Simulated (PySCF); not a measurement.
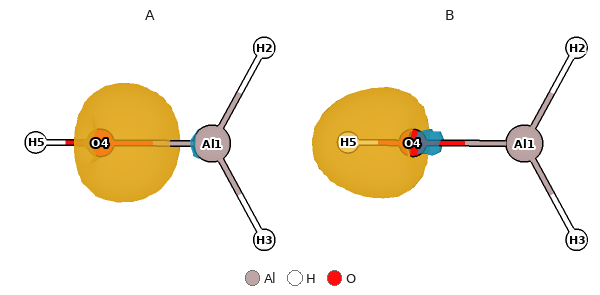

Figure 1: AlH2(OH) (AlH3O). Intrinsic bond orbitals (IBO), occupied; each surface holds about 80 % of the orbital's density. Energies are diagonal elements of the Fock matrix.

Level of theory: B3LYP/def2-SVPD (PySCF), at a geometry from GFN2-xTB. No frequency check shows the geometry to be a minimum.

Geometry (Å), atoms numbered from 1:

```
Al1     -0.5893   -0.0000    0.0000
H2      -1.3552   -1.3262    0.0000
H3      -1.3555    1.3259    0.0000
O4       1.0469    0.0003    0.0000
H5       1.9960   -0.0012    0.0000
```

Question: Identify each orbital.

Answer: By panel:
- A: pair mostly on O4, shared in part with Al1 (O4 84 %, Al1 16 %; −20.2 eV)
- B: σ bond O4–H5 (O4 69 %, H5 30 %; −20.8 eV)

Question: How do all the valence pairs divide up?

Answer: 6 pairs: 3 σ bonds, 2 lone pairs and 1 strongly polarised pair.
